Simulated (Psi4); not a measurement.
**InHClF (SMILES [F][InH][Cl]) at wB97X-D/def2-QZVPD (density fitting, core potential, sweep point 6)**

What is the vertical ionisation energy of InHClF at wB97X-D/def2-QZVPD (density fitting, core potential, sweep point 6)? 

The results are computed with Psi4 1.11.

### 1 Starting point

The species is InHClF (4 atoms), meant as a singlet with charge 0. SMILES: `[F][InH][Cl]`. The coordinates come from a PBE0-D4/def2-TZVP relaxation.

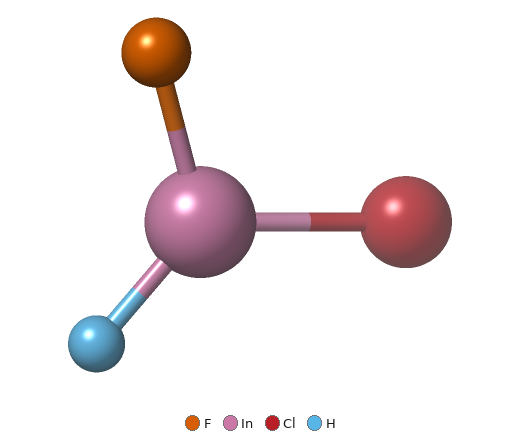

Viewed from a chosen angle; fluorine orange, indium pink, chlorine red, hydrogen blue.

### 2 A single-point energy at wB97X-D/def2-QZVPD (density fitting, core potential, sweep point 6)

The input, calc.py:

```python
import psi4

psi4.set_memory('1600 MB')
psi4.set_num_threads(1)
psi4.set_output_file('psi4.out', False)

molecule = psi4.geometry("""
0 1
F     -1.569200    -0.190500     0.987800
In    -0.021100     0.130300    -0.135600
Cl     1.671100    -1.313100     0.468200
H     -0.025300     1.312800    -1.340700
units angstrom
symmetry c1
""")

psi4.set_options({
    'reference': 'rks',
    'puream': True,
    'scf_type': 'df',
    'dft_radial_points': 99,
    'dft_spherical_points': 590,
})

energy_value = psi4.energy("wb97x-d/def2-QZVPD")
print(f'total energy {energy_value:.8f} hartree = {energy_value * 27.211386:.5f} eV')
```

Launch:

```console
$ python calc.py
```

psi4.out:

```text
[...]
    !!!  WARNING: ECP capability is in beta. Please check occupations closely.  !!!
[...]
  Running in c1 symmetry.
[...]
  Nuclear repulsion =  167.456036724742745
[...]
  Multiplicity = 1
[...]
  Nalpha       = 24
  Nbeta        = 24
[...]
    Number of basis functions: 266
[...]
   @DF-RKS iter   1:  -750.77152321098959   -1.27176e+00   2.93630e-03 DIIS/ADIIS
[...]
   @DF-RKS iter   8:  -750.96494776580346   -1.13564e-07   5.84012e-07 DIIS
[...]
    Orbital Energies [Eh]
    ---------------------
    Doubly Occupied:
       1A   -101.692640     2A    -24.749899     3A     -9.575546
       4A     -7.319779     5A     -7.315437     6A     -7.314727
       7A     -4.827474     8A     -3.232672     9A     -3.222158
      10A     -3.220281    11A     -1.216483    12A     -0.937671
      13A     -0.904277    14A     -0.902923    15A     -0.900985
      16A     -0.895603    17A     -0.866111    18A     -0.554384
      19A     -0.475040    20A     -0.465930    21A     -0.465846
      22A     -0.427723    23A     -0.413886    24A     -0.404576
[...]
  @DF-RKS Final Energy:  -750.96494776580346
   => Energetics <=
    Nuclear Repulsion Energy =            167.4560367247427450
    One-Electron Energy =               -1445.1744444536702758
    Two-Electron Energy =                 566.6324608877425817
    DFT Exchange-Correlation Energy =     -39.8784094963480271
    Empirical Dispersion Energy =          -0.0005914282704622
    VV10 Nonlocal Energy =                  0.0000000000000000
    Total Energy =                       -750.9649477658034584
[...]
 Multipole Moments:
 ------------------------------------------------------------------------------------
     Multipole            Electronic (a.u.)      Nuclear  (a.u.)        Total (a.u.)
 ------------------------------------------------------------------------------------
 L = 1.  Multiply by 2.5417464519 to convert [e a0] to [Debye]
 Dipole X            :        -11.9071246           12.1355868            0.2284623
 Dipole Y            :         20.7882332          -20.0226066            0.7656266
 Dipole Z            :        -15.1040244           14.2048263           -0.8991982
 Magnitude           :                                                    1.2028867
[...]
```

On the terminal:

```text
total energy -750.96494777 hartree = -20434.79707 eV
```

Wall time 30 s (1 thread of Intel Xeon Platinum 8375C at 2.90GHz (Ice Lake), shared host); peak memory 1.4 GiB.

### 3 The doublet cation

The input, job.py:

```python
import psi4

psi4.set_memory(1600000000)
psi4.set_num_threads(1)
psi4.core.set_output_file('psi4.out', False)

mol = psi4.geometry("""
1 2
F     -1.569200    -0.190500     0.987800
In    -0.021100     0.130300    -0.135600
Cl     1.671100    -1.313100     0.468200
H     -0.025300     1.312800    -1.340700
symmetry c1
""")

psi4.set_options({
    'basis': 'def2-QZVPD',
    'reference': 'uks',
    'puream': True,
    'scf_type': 'df',
    'dft_radial_points': 99,
    'dft_spherical_points': 590,
    'maxiter': 150,
})

energy_value = psi4.energy('wb97x-d')
print(f'total energy {energy_value:.8f} hartree = {energy_value * 27.211386:.5f} eV')
```

Launch:

```console
$ python job.py
```

psi4.out:

```text
[...]
    !!!  WARNING: ECP capability is in beta. Please check occupations closely.  !!!
[...]
  Running in c1 symmetry.
[...]
  Nuclear repulsion =  167.456036724742745
[...]
  Multiplicity = 2
[...]
  Nalpha       = 24
  Nbeta        = 23
[...]
    Number of basis functions: 266
[...]
   @DF-UKS iter   1:  -750.35905508677558   -8.59294e-01   2.74029e-03 ADIIS/DIIS
[...]
   @DF-UKS iter  16:  -750.53745535771043   -6.32481e-07   3.78259e-07 DIIS
[...]
   @S^2 Observed:                7.571488231E-01
[...]
    Orbital Energies [Eh]
    ---------------------
    Alpha Occupied:
       1A   -102.036249     2A    -24.958787     3A     -9.915467
       4A     -7.669822     5A     -7.654488     6A     -7.650744
       7A     -5.059192     8A     -3.461770     9A     -3.456396
      10A     -3.451351    11A     -1.420639    12A     -1.243765
      13A     -1.136436    14A     -1.133780    15A     -1.128682
      16A     -1.127941    17A     -1.118267    18A     -0.797863
      19A     -0.755841    20A     -0.714052    21A     -0.712071
      22A     -0.671877    23A     -0.661946    24A     -0.650919
    Alpha Virtual:
      25A     -0.225582    26A     -0.204361    27A     -0.130197
[...]
  @DF-UKS Final Energy:  -750.53745535771043
   => Energetics <=
    Nuclear Repulsion Energy =            167.4560367247427450
    One-Electron Energy =               -1432.7791142667892927
    Two-Electron Energy =                 554.4799087705722513
    DFT Exchange-Correlation Energy =     -39.6936951579655926
    Empirical Dispersion Energy =          -0.0005914282704622
    VV10 Nonlocal Energy =                  0.0000000000000000
    Total Energy =                       -750.5374553577104280
[...]
 Multipole Moments:
 ------------------------------------------------------------------------------------
     Multipole            Electronic (a.u.)      Nuclear  (a.u.)        Total (a.u.)
 ------------------------------------------------------------------------------------
 L = 1.  Multiply by 2.5417464519 to convert [e a0] to [Debye]
 Dipole X            :        -10.5616584           12.1355868            1.5739285
 Dipole Y            :         19.9599935          -20.0226066           -0.0626131
 Dipole Z            :        -14.9504083           14.2048263           -0.7455820
 Magnitude           :                                                    1.7427173
[...]
```

The script printed:

```text
total energy -750.53745536 hartree = -20423.16441 eV
```

Wall time 85 s (1 thread of Intel Xeon Platinum 8375C at 2.90GHz (Ice Lake), shared host); peak memory 1.4 GiB.

### 4 What came out

Level: wB97X-D/def2-QZVPD (density fitting, core potential, sweep point 6).

```
                                          quantity          value
                      singlet InHClF: total energy  -750.96495 Eh
                     singlet InHClF: dipole moment         3.06 D
                       singlet InHClF: HOMO energy      -11.01 eV
                       singlet InHClF: LUMO energy       -0.32 eV
                     singlet InHClF: HOMO–LUMO gap       10.69 eV
                 singlet InHClF: dispersion energy   -1.55 kJ/mol
                      doublet cation: total energy  -750.53746 Eh
doublet cation: HOMO energy (highest over α and β)      -17.37 eV
 doublet cation: LUMO energy (lowest over α and β)      -12.24 eV
                 doublet cation: dispersion energy   -1.55 kJ/mol
                              doublet cation: ⟨S²⟩          0.757
vertical ionisation energy (to the doublet cation)      11.633 eV
```

What this shows: Removing an electron at fixed nuclei costs 11.63 eV (268 kcal/mol). The negative HOMO energy of the first species, 11.01 eV, lies 0.62 eV below that difference.
